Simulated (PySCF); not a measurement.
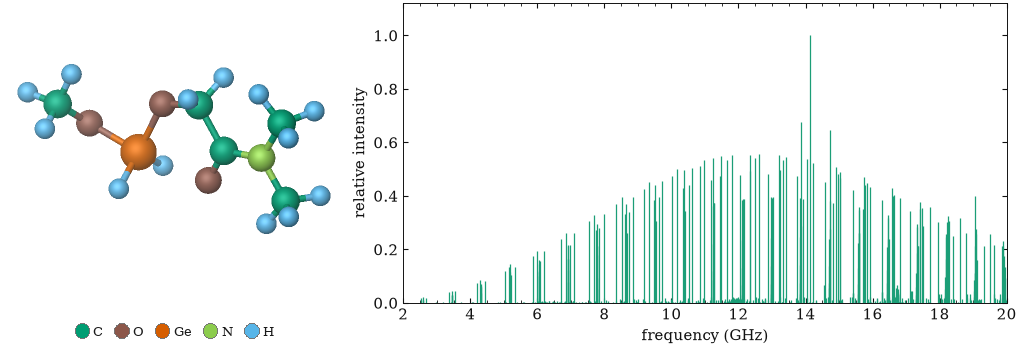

C₅H₁₃GeNO₃, SMILES C[O][GeH2][O]CC(=O)N(C)C, singlet. Simulated rotational absorption lines between 2 and 20 GHz at 3 K: rigid rotor with the equilibrium constants and dipole of one optimised conformer (PBE0-D3(BJ)/def2-SVP, PySCF 2.14.0), commonest isotopes; no centrifugal distortion, hyperfine structure, internal rotation or nuclear-spin weights; lines within 1 MHz of each other are summed.

What are the rotational constants, and what kind of rotor is it?

Rotational constants A, B, C = 2.826, 0.4571, 0.4068 GHz; Ray's κ = −0.96, a near-prolate asymmetric top.

Which dipole components drive the lines?

|μa|, |μb|, |μc| = 6.72, 1.54, 1.10 D; a-type lines carry 94 % of the intensity in this range.

Note: coarse grid, loose stop and no frequency check, small forces are noise and the end may be a saddle.
